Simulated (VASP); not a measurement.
Shape and ions are relaxed at each volume.

Energy against volume of CuAu (L1_0). Method: MS2 meta-GGA, VASP's PBE PAW potentials (set 64) (plane waves; VASP).

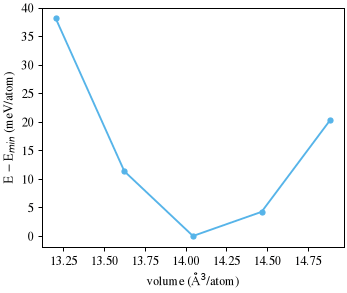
Figure. Energy against volume

Question: Estimate the equilibrium volume and the bulk modulus.

Answer: The minimum lies near 14.1 Å³/atom, and the curvature gives B0 of about 180 GPa.

The compound is CuAu in the L1_0 structure. It was relaxed first.
